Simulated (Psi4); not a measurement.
**PBE0/def2-SVP run of GaHCl2O (SMILES [OH][Ga]([Cl])[Cl])**

Aim: the energy change on altering one bond length of GaHCl2O at PBE0/def2-SVP, from 2 runs. 

The calculation is run with Psi4 1.11.

18 further runs of the same task are left out: 16 that didn't finish, 2 set aside as unsound or not needed.

## 1. The system as given

GaHCl2O: 5 atoms, total charge 0, spin state singlet. SMILES: `[OH][Ga]([Cl])[Cl]`. The shape is that of a PBE0-D4/def2-TZVP optimisation.

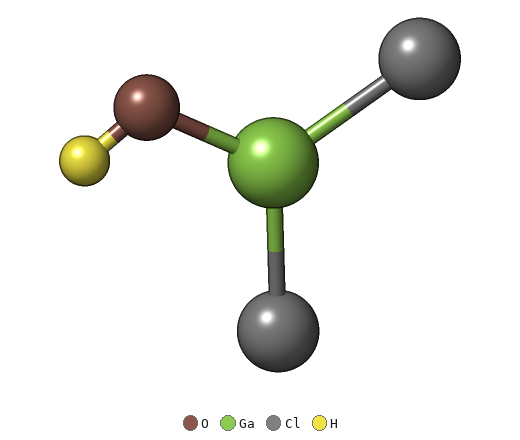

The structure, seen from a chosen angle (oxygen brown, gallium green, chlorine grey, hydrogen yellow).

## 2. The energy at PBE0/def2-SVP

Input file run.py:

```python
import psi4

psi4.set_memory('2200 MB')
psi4.set_num_threads(1)
psi4.set_output_file('cl2gaho.out', False)

molecule = psi4.geometry("""
O      0.254500     1.354600     0.245900
Ga     0.118500    -0.394500     0.056800
Cl     1.500000    -1.634900     1.057700
Cl    -1.407900    -1.236300    -1.155800
H     -0.415200     1.837400    -0.246000
symmetry c1
no_reorient
no_com
""")

psi4.set_options({
    'basis': 'def2-SVP',
    'puream': True,
    'e_convergence': 1e-09,
    'd_convergence': 1e-08,
    'scf_type': 'pk',
    'dft_radial_points': 99,
    'dft_spherical_points': 590,
})

E, wfn = psi4.energy('pbe0', molecule=molecule, return_wfn=True)
psi4.oeprop(wfn, 'LOWDIN_CHARGES', 'MULLIKEN_CHARGES', 'WIBERG_LOWDIN_INDICES', title='PBE0')
print(f'total energy {E:.8f} hartree = {E * 27.211386:.5f} eV')
```

Command:

```bash
python run.py
```

cl2gaho.out, cut to the lines that bear on the results:

```text
[...]
  Running in c1 symmetry.
[...]
  Nuclear repulsion =  438.684256215280755
[...]
  Multiplicity = 1
[...]
  Nalpha       = 37
  Nbeta        = 37
[...]
    Number of basis functions: 87
[...]
   @RKS iter   1: -2918.14035646020375   -1.61870e+00   2.95674e-02 DIIS/ADIIS
[...]
   @RKS iter  13: -2919.99276697593450   -4.54747e-12   5.23257e-09 DIIS
[...]
    Orbital Energies [Eh]
    ---------------------
    Doubly Occupied:
       1A   -372.926639     2A   -101.687086     3A   -101.685952
       4A    -46.091816     5A    -40.819696     6A    -40.816216
       7A    -40.814998     8A    -19.228716     9A     -9.538419
      10A     -9.537446    11A     -7.277166    12A     -7.276349
      13A     -7.271489    14A     -7.270874    15A     -7.270466
      16A     -7.269728    17A     -5.623346    18A     -3.897343
      19A     -3.890958    20A     -3.887891    21A     -1.024783
      22A     -0.931870    23A     -0.928865    24A     -0.920804
      25A     -0.918704    26A     -0.904497    27A     -0.839398
      28A     -0.826427    29A     -0.533387    30A     -0.460879
      31A     -0.405720    32A     -0.377025    33A     -0.373527
      34A     -0.346127    35A     -0.345801    36A     -0.342506
[...]
  @RKS Final Energy: -2919.99276697593450
   => Energetics <=
    Nuclear Repulsion Energy =            438.6842562152807545
    One-Electron Energy =               -4933.2172688516284325
    Two-Electron Energy =                1680.2491521380911763
    DFT Exchange-Correlation Energy =    -105.7089064776777576
    Empirical Dispersion Energy =           0.0000000000000000
    VV10 Nonlocal Energy =                  0.0000000000000000
    Total Energy =                      -2919.9927669759345008
[...]
 Multipole Moments:
 ------------------------------------------------------------------------------------
     Multipole            Electronic (a.u.)      Nuclear  (a.u.)        Total (a.u.)
 ------------------------------------------------------------------------------------
 L = 1.  Multiply by 2.5417464519 to convert [e a0] to [Debye]
 Dipole X            :        -13.3435410           12.9635212           -0.3800198
 Dipole Y            :         91.8089749          -91.3979269            0.4110480
 Dipole Z            :         -3.7012397            3.4285301           -0.2727096
 Magnitude           :                                                    0.6226926
[...]
  Mulliken Charges: (a.u.)
   Center  Symbol    Alpha    Beta     Spin     Total
       1     O     4.21156  4.21156  0.00000 -0.42312
       2    GA    15.16796 15.16796  0.00000  0.66409
       3    CL     8.60636  8.60636  0.00000 -0.21271
       4    CL     8.61520  8.61520  0.00000 -0.23039
       5     H     0.39893  0.39893  0.00000  0.20215
   Total alpha = 37.00000, Total beta = 37.00000, Total charge =  0.00000
  Lowdin Charges: (a.u.)
   Center  Symbol    Alpha    Beta     Spin     Total
       1     O     4.08388  4.08388  0.00000 -0.16775
[...]
```

On the terminal:

```text
total energy -2919.99276698 hartree = -79457.05030 eV
```

It took 9.6 s on 1 thread of Intel Xeon Platinum 8488C (Sapphire Rapids), shared host; peak memory 0.81 GiB.

## 3. The distorted shape at the same level

Input file job.json:

```json
{
 "schema_name": "qcschema_input",
 "schema_version": 1,
 "molecule": {
  "schema_name": "qcschema_molecule",
  "schema_version": 2,
  "symbols": ["O", "Ga", "Cl", "Cl", "H"],
  "geometry": [1.11367041, 2.10367147, 0.92943345, 0.85666765, -1.2016485, 0.57208624, 3.4673243, -3.54566478, 2.46351312, -2.0278103, -2.79241995, -1.71939566, -0.78461429, 3.47218278, -0.46487263],
  "molecular_charge": 0,
  "molecular_multiplicity": 1,
  "fix_symmetry": "c1"
 },
 "driver": "energy",
 "model": {
  "method": "pbe0",
  "basis": "def2-SVP"
 },
 "keywords": {
  "reference": "rks",
  "puream": true,
  "e_convergence": 1e-09,
  "d_convergence": 1e-08,
  "scf_type": "pk",
  "dft_radial_points": 99,
  "dft_spherical_points": 590
 }
}
```

Command:

```bash
psi4 --qcschema job.json -n 1 --memory 2200MB
```

stdout, cut to the lines that bear on the results:

```text
[...]
  Running in c1 symmetry.
[...]
  Nuclear repulsion =  435.981341071432780
[...]
  Multiplicity = 1
[...]
  Nalpha       = 37
  Nbeta        = 37
[...]
    Number of basis functions: 87
[...]
   @RKS iter   1: -2917.99376402130201   -1.68123e+00   2.96659e-02 DIIS/ADIIS
[...]
   @RKS iter  14: -2919.90435608787129   -2.72848e-12   3.23625e-09 DIIS
[...]
    Orbital Energies [Eh]
    ---------------------
    Doubly Occupied:
       1A   -372.922007     2A   -101.684670     3A   -101.682979
       4A    -46.087337     5A    -40.815129     6A    -40.811748
       7A    -40.810536     8A    -19.250633     9A     -9.536166
      10A     -9.534379    11A     -7.275078    12A     -7.273079
      13A     -7.269142    14A     -7.268481    15A     -7.267472
      16A     -7.266860    17A     -5.618755    18A     -3.892555
      19A     -3.886421    20A     -3.883367    21A     -0.980707
      22A     -0.927419    23A     -0.924487    24A     -0.916123
      25A     -0.914025    26A     -0.883514    27A     -0.835236
      28A     -0.823645    29A     -0.487041    30A     -0.434175
      31A     -0.399525    32A     -0.369347    33A     -0.368629
      34A     -0.343700    35A     -0.341266    36A     -0.335966
[...]
  @RKS Final Energy: -2919.90435608787129
   => Energetics <=
    Nuclear Repulsion Energy =            435.9813410714327802
    One-Electron Energy =               -4928.2070618667748931
    Two-Electron Energy =                1677.9179753748678650
    DFT Exchange-Correlation Energy =    -105.5966106673966465
    Empirical Dispersion Energy =           0.0000000000000000
    VV10 Nonlocal Energy =                  0.0000000000000000
    Total Energy =                      -2919.9043560878717471
[...]
 Multipole Moments:
 ------------------------------------------------------------------------------------
     Multipole            Electronic (a.u.)      Nuclear  (a.u.)        Total (a.u.)
 ------------------------------------------------------------------------------------
 L = 1.  Multiply by 2.5417464519 to convert [e a0] to [Debye]
 Dipole X            :          0.3919603           -0.8605454           -0.4685851
 Dipole Y            :         -1.6734970            2.2140756            0.5405786
 Dipole Z            :          0.2202257           -0.5548603           -0.3346346
 Magnitude           :                                                    0.7897959
[...]
```

The result, in JSON:

```text
{
 "driver": "energy",
 "model": {
  "method": "pbe0",
  "basis": "def2-SVP"
 },
 "success": true,
 "return_result": -2919.9043560878713,
 "properties": {
  "calcinfo_nbasis": 87,
  "calcinfo_nmo": 87,
  "calcinfo_nalpha": 37,
  "calcinfo_nbeta": 37,
  "calcinfo_natom": 5,
  "nuclear_repulsion_energy": 435.9813410714328,
  "return_energy": -2919.9043560878713,
  "scf_one_electron_energy": -4928.207061866775,
  "scf_two_electron_energy": 1677.9179753748679,
  "scf_xc_energy": -105.59661066739665,
  "scf_dipole_moment": [-0.4685850578269203, 0.5405786073324501, -0.3346346190416042],
  "scf_total_energy": -2919.9043560878713,
  "scf_iterations": 14
 }
}
```

It took 9.9 s on 1 thread of Intel Xeon Platinum 8488C (Sapphire Rapids), shared host; peak memory 0.81 GiB.

## 4. What came out

At PBE0/def2-SVP:

```
                                                         quantity           value
                                        first shape: total energy  -2919.99277 Eh
                                       first shape: dipole moment          1.58 D
                                         first shape: HOMO energy        -9.23 eV
                                         first shape: LUMO energy        -1.38 eV
                                       first shape: HOMO–LUMO gap         7.86 eV
                                    distorted shape: total energy  -2919.90436 Eh
                                   distorted shape: dipole moment          2.01 D
                                     distorted shape: HOMO energy        -9.06 eV
                                     distorted shape: LUMO energy        -2.45 eV
                                   distorted shape: HOMO–LUMO gap         6.62 eV
energy change with the O1–H5 bond stretched from 0.961 to 1.442 Å        2.406 eV
```

In words: With the O1–H5 bond stretched from 0.961 to 1.442 Å the energy rises by 2.41 eV (55 kcal/mol). The first shape isn't relaxed at this level, so the change isn't measured from a minimum.
